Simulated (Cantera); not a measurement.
Input: 1 mol Si3N4, 0.37 mol O2, 10 mol H2, equilibrated at 7.50 Pa.

Method: chemical equilibrium by Gibbs-energy minimisation in Cantera with the NASA 1993 tables (ideal gas, pure condensed phases). Candidate condensed phases: H2O, Si, SiO2, Si2N2O, Si3N4; 35 gas species. Mutual solubility and eutectic melting of coexisting phases are not modelled. The tables' values for SiN are old estimates; treat these amounts as uncertain. Gases not in the tables: Si2H6 and higher silanes. Rates play no part.

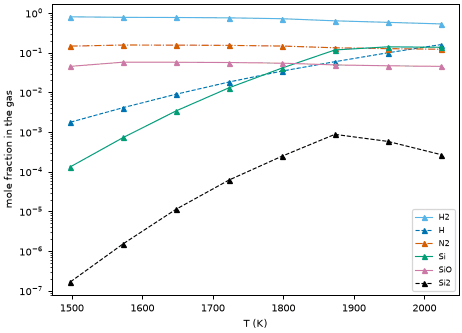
Figure. Equilibrium gas composition (values under 1e-9 drawn at 1e-9)

At 1498 K the condensed part is Si(s) + Si2N2O(s). From 1573 K to 1648 K the condensed part is Si(s). From 1723 K to 1873 K the condensed part is Si(l). From 1948 K to 2023 K nothing is condensed. The main Si-bearing gas is SiO at 1498 K and Si at 2023 K.
